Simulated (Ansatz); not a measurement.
## Nudged elastic band of SiH5SClO

The run: nudged elastic band of SiH5SClO. Method and program: RKS PBE0/def2-SVP (Ansatz 0.2.0).

It belongs to a series of runs on one base structure; here: band between the two ends. Figures and captions count atoms from 1; the log counts them from 0 in places.

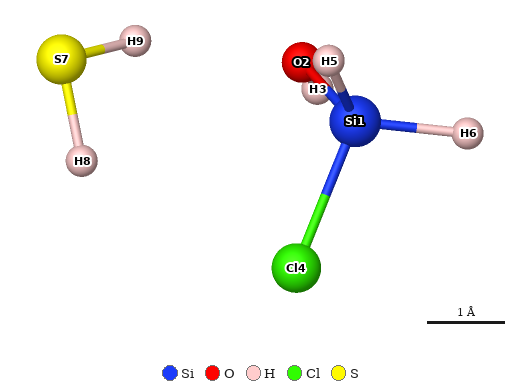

**Figure 1.** The input geometry (ball-and-stick view, seen at a tilt; atoms are numbered from 1 in the order of the input). Bond lengths as drawn: Cl–Si 2.07 Å, H–O 0.96 Å, H–S 1.35 Å, H–Si 1.48 to 1.49 Å and O–Si 1.66 Å.

The input
```yaml
crystal:
  periodic: [false, false, false]
  atoms:
    - { symbol: Si, position_ang: [-0.233167, -0.223771, -0.050272] }
    - { symbol: O, position_ang: [-0.449429, -0.052268, 1.586701] }
    - { symbol: H, position_ang: [-0.381711, -0.846728, 2.12649] }
    - { symbol: Cl, position_ang: [1.725059, -0.759889, -0.466946] }
    - { symbol: H, position_ang: [-0.51926, 1.09319, -0.656925] }
    - { symbol: H, position_ang: [-1.087379, -1.315109, -0.591573] }
    - { symbol: S, position_ang: [1.68554, 2.726158, 1.69345] }
    - { symbol: H, position_ang: [2.508638, 1.78824, 1.17919] }
    - { symbol: H, position_ang: [0.808809, 1.784976, 2.110086] }
basis:
  gaussian: { orbitals: def2-SVP }
hamiltonian:
  xc: pbe0
neb:
  order_check: false
  images: 5
  f_tol: 0.05
  max_iterations: 60
  final_atoms:
    - { symbol: Si, position_ang: [0.61080609, 0.22129781, -0.21522388] }
    - { symbol: O, position_ang: [-0.77517095, 0.0661218, 2.35243241] }
    - { symbol: H, position_ang: [-1.54405166, 0.64745319, 2.35197547] }
    - { symbol: Cl, position_ang: [1.53151225, 0.09260241, -2.07459115] }
    - { symbol: H, position_ang: [-0.78669419, 0.65268854, -0.4478036] }
    - { symbol: H, position_ang: [0.78641476, -1.10451496, 0.41825938] }
    - { symbol: S, position_ang: [1.54588201, 1.79729085, 0.92355684] }
    - { symbol: H, position_ang: [2.73447589, 1.16415008, 1.03394318] }
    - { symbol: H, position_ang: [-0.0460742, 0.65770928, 2.58765235] }
  initial_path:
    images:
      - { positions_ang: [[-0.233167, -0.223771, -0.050272], [-0.449429, -0.052268, 1.586701], [-0.381711, -0.846728, 2.12649], [1.725059, -0.759889, -0.466946], [-0.51926, 1.09319, -0.656925], [-1.087379, -1.315109, -0.591573], [1.68554, 2.726158, 1.69345], [2.508638, 1.78824, 1.17919], [0.808809, 1.784976, 2.110086]] }
      - { positions_ang: [[-0.15729801, -0.15008823, -0.03186674], [-0.30282907, -0.02720673, 1.73605993], [-0.56247974, -0.64456144, 2.20879201], [1.81811296, -0.52075044, -0.54459172], [-0.57080897, 1.1264081, -0.60386227], [-0.96175233, -1.27323454, -0.55028845], [1.56126282, 2.46160962, 1.38193543], [2.46616984, 1.68918117, 1.30228939], [0.76672251, 1.5334415, 2.03173342]] }
      - { positions_ang: [[-0.08142902, -0.07640545, -0.01346148], [-0.15622913, -0.00214546, 1.88541886], [-0.74324849, -0.44239488, 2.29109402], [1.91116692, -0.28161188, -0.62223744], [-0.62235794, 1.15962619, -0.55079953], [-0.83612566, -1.23136008, -0.5090039], [1.43698563, 2.19706125, 1.07042087], [2.42370167, 1.59012233, 1.42538877], [0.72463601, 1.28190699, 1.95338083]] }
      - { positions_ang: [[-0.00556003, -0.00272268, 0.00494378], [-0.0096292, 0.0229158, 2.03477779], [-0.92401723, -0.24022832, 2.37339603], [2.00422088, -0.04247332, -0.69988317], [-0.67390692, 1.19284429, -0.4977368], [-0.71049899, -1.18948563, -0.46771936], [1.31270845, 1.93251287, 0.7589063], [2.38123351, 1.4910635, 1.54848816], [0.68254952, 1.03037249, 1.87502825]] }
      - { positions_ang: [[0.19989535, 0.07195082, -0.06844544], [-0.26480978, 0.0373178, 2.14066266], [-1.13069538, 0.05566552, 2.36625585], [1.84665134, 0.00255192, -1.15811916], [-0.71150267, 1.01279237, -0.4810924], [-0.21152774, -1.16116207, -0.17239311], [1.39043297, 1.88743886, 0.81378982], [2.49898097, 1.38209236, 1.37697317], [0.43967495, 0.90615142, 2.11256961]] }
      - { positions_ang: [[0.40535072, 0.14662432, -0.14183466], [-0.51999036, 0.0517198, 2.24654753], [-1.33737352, 0.35155935, 2.35911566], [1.68908179, 0.04757717, -1.61635515], [-0.74909843, 0.83274046, -0.464448], [0.28744351, -1.13283852, 0.12293313], [1.46815749, 1.84236486, 0.86867333], [2.61672843, 1.27312122, 1.20545818], [0.19680037, 0.78193035, 2.35011098]] }
      - { positions_ang: [[0.61080609, 0.22129781, -0.21522388], [-0.77517095, 0.0661218, 2.35243241], [-1.54405166, 0.64745319, 2.35197547], [1.53151225, 0.09260241, -2.07459115], [-0.78669419, 0.65268854, -0.4478036], [0.78641476, -1.10451496, 0.41825938], [1.54588201, 1.79729085, 0.92355684], [2.73447589, 1.16415008, 1.03394318], [-0.0460742, 0.65770928, 2.58765235]] }
```

Machine: 2 threads of Arm Neoverse V2, 24 GiB of memory available, shared host.

Launch command:
```bash
ansatz run input.yaml --threads 2 --pin off --max-ram 3072MiB --backend cpu --events-out ev --progress --plain --runs-dir out
```

Log
```
Engine: ansatz 0.2.0, aarch64-unknown-linux-gnu
Functional definition: PBE0
  parameter a = 0.25
  parameter kappa = 0.804
  parameter beta = 0.06672455060314922
  exchange = (1 - a)*pbe_x(kappa = kappa, mu = beta*pi^2/3) + a*exact_x
  correlation = pbe_c(beta = beta)
934 factors; integrals over basis functions are off by at most 4.2e-4 eV
mean field evaluation 1: about -33338.1135 eV, gradient 4.4e1 eV
mean field evaluation 2: about -33332.3488 eV, gradient 7.1e1 eV
mean field evaluation 4: about -33341.5574 eV, gradient 1.5e0 eV
mean field evaluation 8: about -33341.5631 eV, gradient 8.0e-2 eV
mean field -33341.56308611 eV, -1225.2798436915 hartree, gradient 2.3e-5 eV, S^2 0.000000; 0 other end points of the search recorded, 0 dependent functions left out
the calculation of the forces begins
reference -33341.56310966 eV, -1225.2798445567 hartree; 30, 30 occupied and 63, 63 virtual orbitals, 934 factors
937 factors; integrals over basis functions are off by at most 1.3e-3 eV
mean field evaluation 16: about -33337.8671 eV, gradient 4.4e1 eV
mean field -33341.30713675 eV, -1225.2704377260 hartree, gradient 4.0e-5 eV, S^2 0.000000; 0 other end points of the search recorded, 0 dependent functions left out
[... from here on the field's lines of each further geometry are left out, up to the last ...]
NEB iter   1: max|band force component| = 9.651e0 eV/Å  barrier→ = 3.7781 eV  barrier← = 3.5222 eV  Δτ_max = 0.2000 Å  (169 SCF iters)
NEB iter   2: max|band force component| = 2.317e0 eV/Å  barrier→ = 1.9867 eV  barrier← = 1.7308 eV  Δτ_max = 0.2000 Å  (140 SCF iters)
NEB iter   3: max|band force component| = 1.172e0 eV/Å  barrier→ = 1.5444 eV  barrier← = 1.2885 eV  Δτ_max = 0.2000 Å  (129 SCF iters)
NEB iter   4: max|band force component| = 9.507e-1 eV/Å  barrier→ = 1.5715 eV  barrier← = 1.3155 eV  Δτ_max = 0.1273 Å  (131 SCF iters)
NEB iter   5: max|band force component| = 5.804e-1 eV/Å  barrier→ = 1.4671 eV  barrier← = 1.2111 eV  Δτ_max = 0.1225 Å  (118 SCF iters)
NEB iter   6: max|band force component| = 4.450e-1 eV/Å  barrier→ = 1.4210 eV  barrier← = 1.1651 eV  CI = image 3  Δτ_max = 0.1158 Å  (117 SCF iters)
NEB iter   7: max|band force component| = 3.825e-1 eV/Å  barrier→ = 1.3680 eV  barrier← = 1.1120 eV  CI = image 3  Δτ_max = 0.1328 Å  (121 SCF iters)
NEB iter   8: max|band force component| = 3.912e-1 eV/Å  barrier→ = 1.3414 eV  barrier← = 1.0855 eV  CI = image 3  Δτ_max = 0.0662 Å  (129 SCF iters)
NEB iter   9: max|band force component| = 3.565e-1 eV/Å  barrier→ = 1.3294 eV  barrier← = 1.0735 eV  CI = image 3  Δτ_max = 0.0662 Å  (115 SCF iters)
NEB iter  10: max|band force component| = 2.237e-1 eV/Å  barrier→ = 1.3131 eV  barrier← = 1.0571 eV  CI = image 3  Δτ_max = 0.0662 Å  (115 SCF iters)
NEB iter  11: max|band force component| = 1.469e-1 eV/Å  barrier→ = 1.3036 eV  barrier← = 1.0476 eV  CI = image 3  Δτ_max = 0.0658 Å  (116 SCF iters)
NEB iter  12: max|band force component| = 1.034e-1 eV/Å  barrier→ = 1.2998 eV  barrier← = 1.0439 eV  CI = image 3  Δτ_max = 0.0657 Å  (113 SCF iters)
NEB iter  13: max|band force component| = 1.560e-1 eV/Å  barrier→ = 1.2995 eV  barrier← = 1.0435 eV  CI = image 3  Δτ_max = 0.0331 Å  (115 SCF iters)
NEB iter  14: max|band force component| = 8.091e-2 eV/Å  barrier→ = 1.2981 eV  barrier← = 1.0421 eV  CI = image 3  Δτ_max = 0.0650 Å  (114 SCF iters)
NEB iter  15: max|band force component| = 1.526e-1 eV/Å  barrier→ = 1.2978 eV  barrier← = 1.0419 eV  CI = image 3  Δτ_max = 0.0328 Å  (106 SCF iters)
NEB iter  16: max|band force component| = 9.658e-2 eV/Å  barrier→ = 1.2975 eV  barrier← = 1.0416 eV  CI = image 3  Δτ_max = 0.0646 Å  (112 SCF iters)
NEB iter  17: max|band force component| = 1.317e-1 eV/Å  barrier→ = 1.2975 eV  barrier← = 1.0415 eV  CI = image 3  Δτ_max = 0.0650 Å  (109 SCF iters)
NEB iter  18: max|band force component| = 9.546e-2 eV/Å  barrier→ = 1.2974 eV  barrier← = 1.0415 eV  CI = image 3  Δτ_max = 0.0640 Å  (100 SCF iters)
NEB iter  19: max|band force component| = 8.993e-2 eV/Å  barrier→ = 1.2974 eV  barrier← = 1.0415 eV  CI = image 3  Δτ_max = 0.0641 Å  (100 SCF iters)
NEB iter  20: max|band force component| = 6.077e-2 eV/Å  barrier→ = 1.2974 eV  barrier← = 1.0414 eV  CI = image 3  Δτ_max = 0.0662 Å  (100 SCF iters)
NEB iter  21: max|band force component| = 1.010e-1 eV/Å  barrier→ = 1.2974 eV  barrier← = 1.0414 eV  CI = image 3  Δτ_max = 0.0256 Å  (99 SCF iters)
NEB iter  22: max|band force component| = 6.671e-2 eV/Å  barrier→ = 1.2974 eV  barrier← = 1.0414 eV  CI = image 3  Δτ_max = 0.0206 Å  (97 SCF iters)
the calculation of the forces begins
reference -33341.21601164 eV, -1225.2670889400 hartree; 30, 30 occupied and 63, 63 virtual orbitals, 937 factors
937 factors; integrals over basis functions are off by at most 9.4e-4 eV
mean field -33340.26569310 eV, -1225.2321653775 hartree, gradient 1.1e-5 eV, S^2 0.000000; 1 other end points of the search recorded, 0 dependent functions left out
the calculation of the forces begins
reference -33340.26571637 eV, -1225.2321662329 hartree; 30, 30 occupied and 63, 63 virtual orbitals, 937 factors
NEB iter  23: max|band force component| = 3.276e-2 eV/Å  barrier→ = 1.2974 eV  barrier← = 1.0414 eV  CI = image 3  Δτ_max = 0.0000 Å  (220 SCF iters)
```

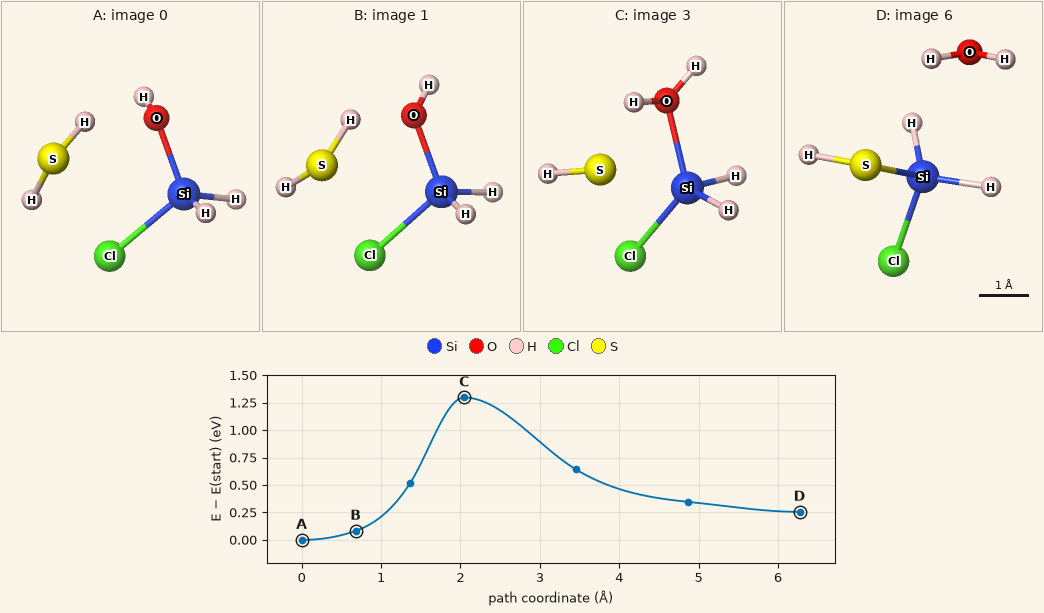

**Figure 2.** Images of the last band (counted from 0; ball-and-stick, seen at a tilt) above the energy along the path; the line is a cubic interpolation that uses the forces. The highest image is number 3, 1.297 eV above the start and 1.041 eV above the end (the climbing image); the end lies 0.256 eV above the start. The path is 6.27 Å long. The band converged in 23 iterations.

```
Total energy: -33340.26571637 eV, -1225.2321662329 hartree
Atom 0 at     0.151985     0.196248     0.015320 Å, force     0.000676     0.000949    -0.000966 eV/Å
Atom 1 at    -0.059891     0.024181     1.834382 Å, force    -0.000592     0.002887     0.001835 eV/Å
Atom 2 at    -0.808017    -0.420024     2.264439 Å, force     0.000559    -0.000701    -0.000008 eV/Å
Atom 3 at     1.899096    -0.417518    -0.935354 Å, force    -0.000110     0.000260     0.000169 eV/Å
Atom 4 at    -0.699110     1.226486    -0.637545 Å, force    -0.000202    -0.000266    -0.000088 eV/Å
Atom 5 at    -0.637524    -1.071147    -0.176640 Å, force    -0.000000     0.000051     0.000238 eV/Å
Atom 6 at     1.319620     2.133912     1.109289 Å, force     0.000542    -0.000594    -0.000889 eV/Å
Atom 7 at     2.496883     1.521072     1.361811 Å, force     0.000023     0.000283     0.000230 eV/Å
Atom 8 at     0.394058     1.001589     2.094500 Å, force    -0.000897    -0.002870    -0.000521 eV/Å
Dipole moment:    -0.469520    -0.298696     0.620781 e Å
this run last wrote the band of iteration 23 to [file]
```

The last band as extended XYZ (Å, eV, eV/Å)
```
9
Properties=species:S:1:pos:R:3:forces:R:3 image=0 energy=-33341.56309
Si   -0.2332   -0.2238   -0.0503    0.0036   0.0074  -0.0027
O    -0.4494   -0.0523    1.5867    0.0008  -0.0118  -0.0032
H    -0.3817   -0.8467    2.1265   -0.0020   0.0075   0.0045
Cl    1.7251   -0.7599   -0.4669   -0.0031  -0.0015  -0.0017
H    -0.5193    1.0932   -0.6569   -0.0027  -0.0008  -0.0015
H    -1.0874   -1.3151   -0.5916    0.0022  -0.0013   0.0022
S     1.6855    2.7262    1.6934    0.0010  -0.0062   0.0019
H     2.5086    1.7882    1.1792   -0.0021   0.0031   0.0019
H     0.8088    1.7850    2.1101    0.0021   0.0036  -0.0015
9
Properties=species:S:1:pos:R:3:forces:R:3 image=1 energy=-33341.48017
Si   -0.1397   -0.1426   -0.0028   -0.0549  -0.0547  -0.0196
O    -0.2413   -0.0328    1.6581   -0.0566  -0.0017  -0.0353
H    -0.6802   -0.7544    2.1173    0.0548  -0.0944  -0.0182
Cl    1.7880   -0.5445   -0.6344   -0.0240  -0.0395   0.0592
H    -0.5923    1.1205   -0.6236    0.0188  -0.0168  -0.0049
H    -0.9576   -1.3124   -0.4163   -0.0715  -0.0356  -0.0604
S     1.5612    2.5559    1.4381    0.0689   0.1031   0.0750
H     2.5475    1.6437    1.3153    0.0163   0.0366  -0.0192
H     0.7716    1.6613    2.0784    0.0484   0.1030   0.0234
9
Properties=species:S:1:pos:R:3:forces:R:3 image=2 energy=-33341.04856
Si   -0.0060   -0.0025    0.0438   -0.2864  -0.3337   0.0438
O    -0.0983   -0.0342    1.7442   -0.0596  -0.1422  -0.1722
H    -0.8129   -0.5310    2.1572    0.0084  -0.2546  -0.2100
Cl    1.8436   -0.4360   -0.7911   -0.1074   0.0300   0.2191
H    -0.6419    1.1725   -0.6039    0.0877  -0.0579   0.0929
H    -0.7836   -1.2163   -0.2756   -0.2598  -0.2363  -0.2188
S     1.3918    2.2969    1.2633    0.1227   0.2879   0.3224
H     2.5091    1.5477    1.3657    0.0203   0.0407   0.0257
H     0.6554    1.3975    2.0266    0.4742   0.6661  -0.1030
9
Properties=species:S:1:pos:R:3:forces:R:3 image=3 energy=-33340.26569
Si    0.1520    0.1962    0.0153    0.0007   0.0009  -0.0010
O    -0.0599    0.0242    1.8344   -0.0006   0.0029   0.0018
H    -0.8080   -0.4200    2.2644    0.0006  -0.0007   0.0000
Cl    1.8991   -0.4175   -0.9354   -0.0001   0.0003   0.0002
H    -0.6991    1.2265   -0.6375   -0.0002  -0.0003  -0.0001
H    -0.6375   -1.0711   -0.1766    0.0000   0.0001   0.0002
S     1.3196    2.1339    1.1093    0.0005  -0.0006  -0.0009
H     2.4969    1.5211    1.3618    0.0000   0.0003   0.0002
H     0.3941    1.0016    2.0945   -0.0009  -0.0029  -0.0005
9
Properties=species:S:1:pos:R:3:forces:R:3 image=4 energy=-33340.92113
Si    0.3643    0.4266   -0.3357    0.1103   0.1194  -0.1609
O     0.0104   -0.1679    2.5414    0.0223  -0.0760   0.3466
H    -0.9420   -0.2854    2.4689   -0.0427   0.0206   0.0904
Cl    1.9335   -0.4604   -1.3407    0.0137  -0.0026  -0.1953
H    -0.5486    1.2440   -1.1771    0.0627   0.0113  -0.2386
H    -0.4343   -0.7160    0.1708    0.1018   0.1611   0.1342
S     1.2394    2.0309    0.8365   -0.0607  -0.0370  -0.1200
H     2.2894    1.3370    1.3363   -0.1065  -0.0738  -0.0120
H     0.1451    0.7860    2.4297   -0.1008  -0.1230   0.1557
9
Properties=species:S:1:pos:R:3:forces:R:3 image=5 energy=-33341.21599
Si    0.5607    0.3588   -0.4478    0.0230  -0.0117  -0.0096
O    -0.4419   -0.0839    2.7185   -0.0365   0.0355   0.0030
H    -1.3661    0.1816    2.7632   -0.0392   0.0040   0.0246
Cl    1.8527   -0.1643   -1.9748   -0.0019   0.0194  -0.0493
H    -0.6426    1.0161   -1.0207   -0.0120  -0.0089   0.0139
H     0.2410   -0.8731    0.3054    0.0470  -0.0056   0.0105
S     1.4204    1.8941    0.7895    0.0048   0.0037  -0.0009
H     2.4162    1.1208    1.2778    0.0039  -0.0186  -0.0050
H     0.0168    0.7445    2.5191    0.0109  -0.0178   0.0129
9
Properties=species:S:1:pos:R:3:forces:R:3 image=6 energy=-33341.30714
Si    0.6108    0.2213   -0.2152    0.0019   0.0023   0.0023
O    -0.7752    0.0661    2.3524    0.0112   0.0163   0.0067
H    -1.5441    0.6475    2.3520   -0.0027  -0.0029  -0.0014
Cl    1.5315    0.0926   -2.0746    0.0002  -0.0007  -0.0004
H    -0.7867    0.6527   -0.4478    0.0016  -0.0004  -0.0002
H     0.7864   -1.1045    0.4183   -0.0011  -0.0016  -0.0018
S     1.5459    1.7973    0.9236   -0.0072   0.0033   0.0000
H     2.7345    1.1642    1.0339    0.0038  -0.0032  -0.0005
H    -0.0461    0.6577    2.5877   -0.0078  -0.0131  -0.0048
```

Results in brief

- outcome: converged
- barrier, forward: 1.297 eV
- barrier, backward: 1.041 eV
- wall time: 3.9 min (CPU time 7.5 min)
- peak memory: 0.19 GiB

The order of the saddle point was not checked.
